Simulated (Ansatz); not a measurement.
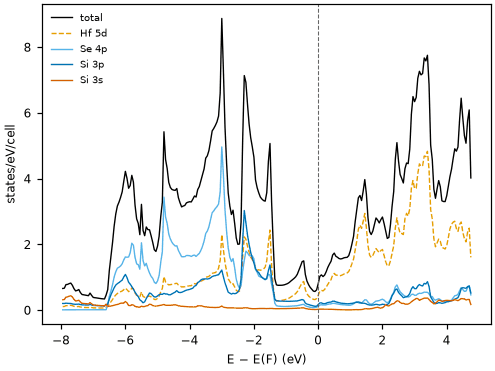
Figure. Total and projected density of states of HfSiSe in space group P4/nmm (No. 129; Hf on 2c, Si on 2a, Se on 2c), r²SCAN in the plane-wave PAW code Ansatz

Which orbitals carry the states next to the Fermi level?

Within 0.5 eV of the Fermi level: Hf 5d 59 %, Si 3p 19 %, Se 4p 13 %. Projections are on Löwdin-orthogonalised atomic valence shells; empty p or d shells of many metals are not among them.

Where is the tallest occupied peak in this window, and what makes it?

Near -3.0 eV, about 8.9 states/eV per cell; the largest projected share is Se 4p.

The workflow started from a Materials Project entry (that database holds measured and hypothetical structures alike); the Crystallography Open Database files this formula in space group No. 129, but the cells were not matched. Whether it is the stable phase at ambient conditions was not checked. The r²SCAN relaxation kept the symmetry of its start; whether a distortion lowers the energy is not shown. No spin polarisation was allowed. Scalar-relativistic: spin–orbit coupling is off unless named, which matters more the heavier the elements.

Potentials: the earlier of the program's two PAW sets.
